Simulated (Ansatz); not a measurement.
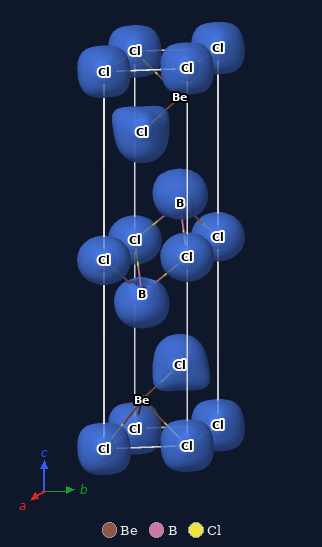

Figure 1: BeBCl2. Isosurface of the ELF at 0.75 (blue), seen slightly off an axis. Only the valence region is drawn (cores and ρ < 0.01 e/Å³ removed). Sticks mark near contacts.

Space group P-3m1; a structure generated by program, which may or may not match a known phase.

All numbers below come from Ansatz 0.2.0, DFT PBE, scalar-relativistic, plane waves, PAW.

### Where are the electrons localised?

The surface consists of two lobes on B, pointing away from the bonds (lone pairs) and four regions wrapped around Cl (the valence shell of each), counted in one cell of 8 atoms. Regions shared between cells count once.

Values along the shortest contacts:
Be–Cl (2.14 Å): the ELF peaks at about 0.90 in the valence shell of Cl, 0.9 Å from its nucleus, and is about 0.85 at the midpoint. B–Cl (2.48 Å): the ELF peaks at about 0.85 in the valence shell of Cl, 0.7 Å from its nucleus, and drops to about 0.40 between the two atoms.
